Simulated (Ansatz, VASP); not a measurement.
# SnAs: VASP beside Ansatz, part 2 of 2

Wanted: the spread between two codes on one cell, functional and k mesh. The cell is taken from a series of VASP runs on this material, whose earlier steps may have relaxed, scaled or displaced it; both programs get it as it stands. Valence electrons are named where the data sets of a main pair hold unlike numbers.

VASP 6.6.1 and Ansatz 0.2.0.

So far: Starting point; VASP: band structure, r2SCAN with rVV10, spin-orbit coupling.

### 3. Ansatz: band structure, r2SCAN with rVV10, spin-orbit coupling

Level of this step: Ansatz beside VASP: Kohn-Sham DFT, plane waves, r2SCAN with rVV10, spin-orbit coupling (Ansatz).

Ansatz runs on its fully relativistic PAW (standard-fr) files.

The same cell, functional, mesh and smearing now go to Ansatz, which takes its cutoff from its data sets.

Contents of input.yaml:

```yaml
crystal:
  lattice:
    - [0.0, 2.8671404637, 2.8671404637]
    - [2.8671404637, 0.0, 2.8671404637]
    - [2.8671404637, 2.8671404637, 0.0]
  atoms:
    - { symbol: Sn, position: [0.5, 0.5, 0.5] }
    - { symbol: As, position: [0.0, 0.0, 0.0] }
hamiltonian:
  xc: r2scan
  pseudopotentials: { kind: paw_fr }
  dispersion: rvv10
magnetization:
  noncollinear: true
  spin_orbit: true
kpoints:
  mp_grid: { grid: [7, 7, 7] }
  band_path:
    path:
      - [0.0, 0.0, 0.0]
      - [0.16667, 0.0, 0.16667]
      - [0.33333, 0.0, 0.33333]
      - [0.5, 0.0, 0.5]
      - [0.5, 0.08333, 0.58333]
      - [0.5, 0.18333, 0.68333]
      - [0.5, 0.25, 0.75]
      - [0.45, 0.3, 0.75]
      - [0.40833, 0.34167, 0.75]
      - [0.35, 0.35, 0.7]
      - [0.225, 0.225, 0.45]
      - [0.075, 0.075, 0.15]
      - [0.03333, 0.03333, 0.03333]
      - [0.23333, 0.23333, 0.23333]
      - [0.4, 0.4, 0.4]
      - [0.51667, 0.46667, 0.51667]
      - [0.55833, 0.38333, 0.55833]
      - [0.60833, 0.28333, 0.60833]
      - [0.60833, 0.25, 0.64167]
      - [0.55833, 0.25, 0.69167]
      - [0.51667, 0.25, 0.73333]
      - [0.5, 0.3, 0.7]
      - [0.5, 0.38333, 0.61667]
      - [0.5, 0.48333, 0.51667]
      - [0.475, 0.475, 0.55]
      - [0.425, 0.425, 0.65]
      - [0.38333, 0.38333, 0.73333]
      - [0.59167, 0.18333, 0.59167]
      - [0.55, 0.1, 0.55]
      - [0.5, 0.0, 0.5]
    npoints: 1
scf:
  occupations: { method: gaussian, width: 0.05 }
  n_extra_bands: 14
output:
  forces: true
  stress: true
  eigenvalues: true
```

Command:

```
$ ansatz run input.yaml --threads 2 --pin off --max-ram 4608MiB --backend cpu --events-out ev --progress --plain --runs-dir out
```

Numbers of over 12 decimals in the logs are rounded to 6 here.

Output:

```text
scf.n_extra_bands = 14 over 29 filled bands (N_el = 29.0): the run solves 43 bands
Engine: ansatz 0.2.0, aarch64-unknown-linux-gnu
Pseudopotentials: kind: paw_fr
Pseudopotential: Sn, paw_fr, valence charge 14, recommended cutoff 500 eV (meta_gga), Sn.paw.azcp#standard-fr
Pseudopotential: As, paw_fr, valence charge 15, recommended cutoff 500 eV (meta_gga), As.paw.azcp#standard-fr
Functional definition: r2SCAN+rVV10
  parameter k0 = 0.174
  parameter k1 = 0.065
  parameter a1 = 4.9479
  exchange = r2scan_x(k0 = k0, k1 = k1, a1 = a1)
  correlation = r2scan_c + rvv10(11.95, 0.0093)
non-collinear run that drives no moment, with spin-orbit: no starting moment large enough to seed its density (crystal.atoms[].spin), no starting occupations that ask for one, no magnetisation constraint and no magnetic field, so the semilocal B_xc is pinned to zero
Crystal: 2 atoms, lattice volume = 47.139 Å³
Basis set: ecut = 500 eV, 1243 PW (Γ), exchange–correlation on 144×144×144 points (64 copies of the dense FFT grid, shifted against one another)
Bands: 43, of which v1, the nominal top of the filled ones, is band 29 counted from 1 (28 counted from 0)
Symmetry: 48 space group operations + 48 with time reversal
Magnetic group: BNS 225.117 (UNI 1619), of the structure as read, at distance tolerance 3.6e-5 Å
k-points: 20 of 343
Projection manifold: j_resolved (fully-relativistic pseudo-atomic orbitals)
Non-local potential: Sn, projectors of the file, l = 0: 2, l = 1: 4, l = 2: 4, l = 3: 4
Non-local potential: As, projectors of the file, l = 0: 2, l = 1: 4, l = 2: 6, l = 3: 2
PAW form: soft (Blöchl's): semilocal exchange-correlation on the pseudo side does not see the compensation charge
rVV10 density: all electrons in the spheres
PAW frozen core: Sn, regenerated for the run's functional (the file was generated under x = pbe(κ = 0.804, μ = 0.219515), c = pbe(β = 0.066725))
PAW frozen core: As, regenerated for the run's functional (the file was generated under x = pbe(κ = 0.804, μ = 0.219515), c = pbe(β = 0.066725))
PAW one-centre angular grid: Sn, 590 points (default); XC on 273 of its mesh's 2787 points in the sphere
PAW one-centre angular grid: As, 590 points (default); XC on 257 of its mesh's 2695 points in the sphere
Initial density: superposition of atomic densities (chi_scale 0.1, normalization cell, long waves kept (reshape's long-wave potential 0.00 eV rms))
Initial wavefunctions: pseudopotential atomic-orbital guess
Functional: x = r2scan, c = r2scan + rvv10(b = 11.95, C = 0.0093); τ floored in thin density (d = 2e-4 eV/Å³)
iter 1 solved again at ethr=6.10e-4 eV; its pass at ethr=3.10e-3 eV (dr2=1.77e-1 eV) is discarded
SCF iter   1: F=—  HF=-10886.863672 eV  |F-HF|=—  |Δ(HF+E_count)|=         —  Δρ=2.18e-2  dr2=1.78e-1  dr2_τ=5.46e-4  dr2_m=0.00e0 (ungated)  ethr=6.10e-4  |M|=0.00e0 ∫|m|=0.00e0 μB  |m|>n=0.0e0 m-floor=0.0e0 τ_xc=0.0e0  β_m=0.30  ⟨swp⟩=3.6  Hψ=5889  notcnv=0  defer=2
preconditioner: auto → none  [insulator: Δε(μ)=0.075 eV  Ē_g=21.389 eV  σ=0.050 eV  W_gap=0.66  n_scr=14 (ndim 8)  ℏωp=23.6 eV  f_vac=0.000  D(μ)=1.56/eV (n_scr^D=14)  ε∞_Penn≈2.2]
SCF iter   2: F=—  HF=-10886.916941 eV  |F-HF|=—  |Δ(HF+E_count)|=   5.33e-2  Δρ=1.54e-2  dr2=7.47e-2  dr2_τ=2.12e-4  dr2_m=0.00e0 (ungated)  ethr=6.10e-4  |M|=0.00e0 ∫|m|=0.00e0 μB  |m|>n=0.0e0 m-floor=0.0e0 τ_xc=0.0e0  β_m=0.55  ⟨swp⟩=2.0  Hψ=1167  notcnv=0  defer=12
preconditioner: auto → Kerker (q_TF=auto, 2.516 Å⁻¹)  [metal: Δε(μ)=0.039 eV  Ē_g=21.442 eV  σ=0.050 eV  W_gap=0.41  n_scr=14 (ndim 8)  ℏωp=23.6 eV  f_vac=0.000  D(μ)=1.92/eV (n_scr^D=14)]
spin=Noncollinear: Kerker preconditioning applied to the charge; magnetization (m_x, m_y, m_z) channels mix plain (no charge-response kernel on spin).
SCF iter   3: F=—  HF=-10886.936004 eV  |F-HF|=—  |Δ(HF+E_count)|=   1.91e-2  Δρ=4.28e-3  dr2=7.67e-3  dr2_τ=2.22e-5  dr2_m=0.00e0 (ungated)  ethr=2.57e-4  |M|=0.00e0 ∫|m|=0.00e0 μB  |m|>n=0.0e0 m-floor=0.0e0 τ_xc=0.0e0  β_m=0.72  ⟨swp⟩=2.6  Hψ=1295  notcnv=0  defer=12
SCF iter   4: F=—  HF=-10886.936309 eV  |F-HF|=—  |Δ(HF+E_count)|=   3.05e-4  Δρ=1.34e-3  dr2=1.03e-3  dr2_τ=1.01e-6  dr2_m=0.00e0 (ungated)  ethr=2.64e-5  |M|=0.00e0 ∫|m|=0.00e0 μB  |m|>n=0.0e0 m-floor=0.0e0 τ_xc=0.0e0  β_m=0.70  ⟨swp⟩=3.0  Hψ=1632  notcnv=0  defer=15
SCF iter   5: F=—  HF=-10886.936092 eV  |F-HF|=—  |Δ(HF+E_count)|=   2.17e-4  Δρ=3.57e-4  dr2=6.35e-5  dr2_τ=1.61e-7  dr2_m=0.00e0 (ungated)  ethr=3.57e-6  |M|=0.00e0 ∫|m|=0.00e0 μB  |m|>n=0.0e0 m-floor=0.0e0 τ_xc=0.0e0  β_m=0.85  ⟨swp⟩=2.0  Hψ=1667  notcnv=0  defer=15
SCF iter   6: F=—  HF=-10886.936088 eV  |F-HF|=—  |Δ(HF+E_count)|=   3.80e-6  Δρ=1.18e-4  dr2=7.97e-6  dr2_τ=2.04e-8  dr2_m=0.00e0 (ungated)  ethr=2.19e-7  |M|=0.00e0 ∫|m|=0.00e0 μB  |m|>n=0.0e0 m-floor=0.0e0 τ_xc=0.0e0  β_m=0.92  ⟨swp⟩=2.0  Hψ=1027  notcnv=0  defer=15
SCF iter   7: F=—  HF=-10886.936088 eV  |F-HF|=—  |Δ(HF+E_count)|=   5.70e-7  Δρ=3.12e-5  dr2=7.59e-7  dr2_τ=1.35e-9  dr2_m=0.00e0 (ungated)  ethr=2.75e-8  |M|=0.00e0 ∫|m|=0.00e0 μB  |m|>n=0.0e0 m-floor=0.0e0 τ_xc=0.0e0  β_m=0.96  ⟨swp⟩=2.8  Hψ=1439  notcnv=0  defer=15
SCF iter   8: F=-10886.936088 eV  HF=-10886.936088 eV  |F-HF|=6.22e-10  |Δ(HF+E_count)|=   1.47e-7  Δρ=3.88e-6  dr2=9.39e-9  dr2_τ=4.53e-11  dr2_m=0.00e0 (ungated)  ethr=3.45e-10  |M|=0.00e0 ∫|m|=0.00e0 μB  |m|>n=0.0e0 m-floor=0.0e0 τ_xc=0.0e0  ⟨swp⟩=8.1  Hψ=3769  notcnv=0
SCF 1 converged in 8 iterations: F = -10886.936088 eV  dr2 = 9.39e-9
  greatest PAW one-centre occupation: 0.999 electrons in one spin orbital (limit 2), on the As atom at site 1 (counted from 0), in its partial waves of l = 2
NSCF: frozen V_eff on 30 k-points
SCF converged after 8 iterations
Magnetization: |M| = 0.0000 μB,  M = (+0.0000, +0.0000, +0.0000) μB
Absolute magnetization: 0.0000 μB (∫|m|)
  site 0: m = (+0.0000, +0.0000, +0.0000) μB, |m| = 0.0000 μB  (R = 1.18 Å)
  site 1: m = (+0.0000, +0.0000, +0.0000) μB, |m| = 0.0000 μB  (R = 1.18 Å)
Free energy (F): -10886.936088 eV
Harris-Foulkes:  -10886.936088 eV  (|F-HF|=6.22e-10)
Internal energy: -10886.933408 eV  (E = F + TS)
E sigma→0 (E₀):  -10886.934748 eV
Entropy (-TS):   -0.002680 eV (-1.340 meV/atom)
Fermi energy:    11.012782 eV
--- Per-component energies (eV) ---
  E_band       = -320.094546
  E_kinetic    = 289.590952
  E_local      = -2484.165888  (includes V_loc(G=0)·N_el)
  E_nonlocal   = -702.380703
  E_hartree    = 1449.283921
  E_xc         = -446.235936
  E_vxc        = -188.498540  (∫ρ·V_xc dr)
  E_paw        = -5994.123169  (= ΣΔE_a)
  E_vpaw       = -144.145013  (= ΣTr[D̂ρ^β])
  E_aug_tail   = -0.000004  (compensation charges beyond the density's cutoff)
  E_vtau       = 10.941179  (kinetic-family band-sum trace: ∫τ·v_τ [+ j·A + Jᵃ·Aᵃ] dr)
  E_ewald      = -2998.207290
  E_core_change = -0.695293  (= ΣΔE_core)
  E_smearing   = -0.002680  (= −TS)
  E_closure    = -0.000000  (closes the sum)
  Σ components = -10886.936088   (vs F -10886.936088, Δ=0.00e0)
--- Forces (eV/Å), atoms counted from 1 ---
  atom   1  Sn    -0.00000000     0.00000000    -0.00000000
  atom   2  As    -0.00000000     0.00000000    -0.00000000
  max |Σ_I F_I| component: 4.63e-24 eV/Å
--- Stress (GPa, compression-positive) ---
       -0.255387      -0.000000       0.000000
        0.000000      -0.255387       0.000000
       -0.000000      -0.000000      -0.255387
  P = ⅓ Tr σ = -0.2554 GPa (-2.554 kbar)
--- Band table (eV; the first three rows and the last of 20) ---
  k-point 0: bands = [... 25 lower, 9.3391, 9.7728, 9.7728, 9.7728, 9.7728, 16.1630, 16.1630, 16.9263, ... 10 higher]
  k-point 1: bands = [... 25 lower, 9.5125, 9.8023, 9.8023, 11.0097, 11.0097, 15.0337, 15.0337, 15.5567, ... 10 higher]
  k-point 2: bands = [... 25 lower, 9.6928, 9.9398, 9.9398, 11.8600, 11.8600, 13.4309, 13.4309, 13.8287, ... 10 higher]
  k-point 19: bands = [... 25 lower, 5.6769, 6.7319, 6.7319, 11.1078, 11.1078, 13.7934, 13.7934, 16.8522, ... 10 higher]
```

Wall time 53 s (2 threads of Arm Neoverse N1, shared host); peak memory 0.77 GiB; 1.7 min of CPU time.

Reading the cycles: dr2 is the Hartree energy of the density residual (eV), the measure of convergence; HF is the Harris–Foulkes estimate of the energy, which meets the free energy F at convergence.

### 4. Differences

Known differences besides the potentials themselves: spin-orbit coupling enters by fully relativistic files in Ansatz and inside the spheres in VASP; VASP keeps PBE cores, Ansatz makes them for the functional; the data sets hold 29 valence electrons in Ansatz (on its fully relativistic PAW (standard-fr) files) and 19 in VASP; the cutoff is 500 eV in Ansatz and 400 eV in VASP. Total energies have different zeros and are not compared.

Compared:

```
      quantity  Ansatz   VASP  difference
pressure (GPa)   -0.26  -0.02       -0.24
```

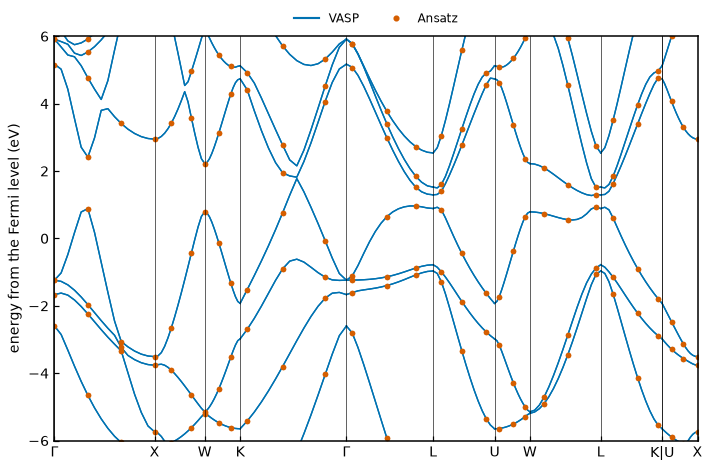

Bands from VASP (lines) and levels from Ansatz (dots). Dots without a line are higher empty bands that the VASP plot leaves out.

Levels from 3 eV below to 2 eV above the Fermi level differ by 4 meV r.m.s. and 10 meV at most; each VASP level is matched to the nearest of Ansatz, which flatters the figure a little.

### 5. Summary of results

| Item | Value |
| --- | --- |
| r.m.s. difference of levels near the Fermi level (band structure, r2SCAN with rVV10, spin-orbit coupling) | 4.0 meV |

**Reading.** The r.m.s. difference of levels near the Fermi level is 4.0 meV (band structure, r2SCAN with rVV10, spin-orbit coupling), within the 80 meV picked in this series as the mark of a large difference. The data sets hold unlike numbers of valence electrons (29 in Ansatz and 19 in VASP), so part of the differences comes from the potentials. How closely two codes agree says nothing of how well the functional describes the real material.

[Lines on the potential files, build, host, timing and source positions are cut from VASP's logs without a mark.]

[Logs are printed without paths, hosts, clocks, repeated set-up lines and the standing remarks that a program may print on its own settings, such as how far it seeks lower states.]

[Hosts, paths, dates, database ids (printed as entryN), source tags and the programs' standing remarks are cut or masked in the printed files.]
